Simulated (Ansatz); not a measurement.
# FH₄N₃W (SMILES [NH]=[W](=[NH])([NH2])[F]): what the fields show

The calculation's input:

```
crystal:
  periodic: [false, false, false]
  atoms:
    - {symbol: F, position_ang: [0.157101, 0.363948, -2.621212]}
    - {symbol: "N", position_ang: [-0.712491, 1.755311, -0.142078]}
    - {symbol: N, position_ang: [1.701796, 0.135283, -0.091480]}
    - {symbol: N, position_ang: [-0.935227, -1.182917, -0.031867]}
    - {symbol: W, position_ang: [0.084683, 0.315090, -0.732635]}
    - {symbol: H, position_ang: [-0.819085, 2.625208, 0.368453]}
    - {symbol: H, position_ang: [2.532166, 0.376416, 0.438680]}
    - {symbol: H, position_ang: [-0.513074, -2.043840, 0.302299]}
    - {symbol: H, position_ang: [-1.901097, -1.112351, 0.273400]}
basis:
  gaussian:
    orbitals: def2-TZVPD
hamiltonian:
  xc: {name: PBE0}
output: {forces: true, orbitals: {seedname: orbitals}}
```

Launched as:

```sh
ansatz run input.yaml --threads 2 --pin off --max-ram 5220MiB --events-out events.jsonl --progress --plain --runs-dir runs
```

Geometry: PBE0-D4/def2-SVP; core potentials replace the inner electrons of W.

Computed with isolated molecule in a Gaussian basis; Kohn-Sham density functional theory, functional PBE0 in Ansatz 0.2.0.

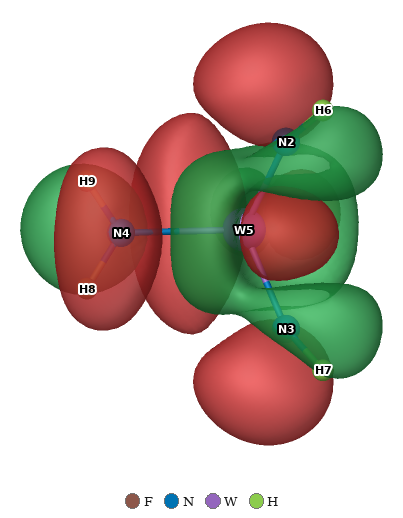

Figure 1. The LUMO at ±0.05 Å⁻³ᐟ² (green and red are the two phases), seen across its widest extent.

### What is the character of this orbital?

By Hirshfeld shares it lies mainly on W5 (about 60 %), N4 (about 10 %), N3 (about 10 %), N2 (about 10 %) and F1 (about 5 %). Its energy is −0.84 eV.

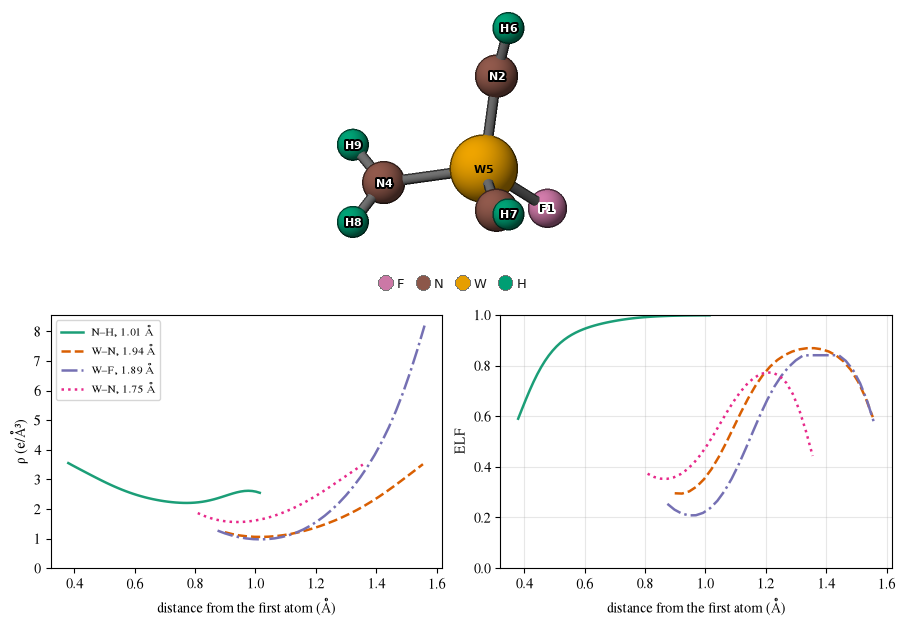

Figure 2. Electron density and ELF along straight lines between neighbouring atoms. The curves leave out the atomic cores. The structure is drawn too.

### Compare the contacts.

N–H (1.01 Å): ρ is about 2.9 e/Å³ halfway; the ELF climbs to about 1 towards the hydrogen, as it does in any bond to H: an ordinary covalent bond to hydrogen.
W–N (1.94 Å): ρ is about 1.1 e/Å³ halfway; the ELF peaks at about 0.85 in the valence shell of N, 0.6 Å from its nucleus, and is about 0.30 at the midpoint.
W–F (1.89 Å): the density is about 1 e/Å³ at the midpoint; the ELF peaks at about 0.85 in the valence shell of F, 0.5 Å from its nucleus, and drops to about 0.20 between the two atoms.
W–N (1.75 Å): ρ is about 1.6 e/Å³ halfway; the ELF peaks at about 0.75 in the valence shell of N, 0.5 Å from its nucleus, and drops to about 0.35 between the two atoms.

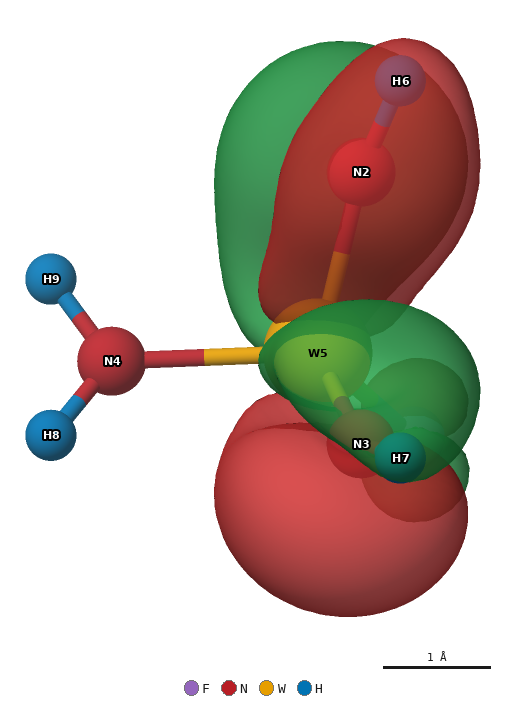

Figure 3. The HOMO−1 at ±0.08 Å⁻³ᐟ² (green and red are the two phases), seen at a tilt.

### What is the character of this orbital?

Its weight (Hirshfeld) is mainly on N2 (about 35 %), N3 (about 35 %) and W5 (about 15 %); largely a combination of lone pairs on N2 and N3. Its energy is −7.84 eV.
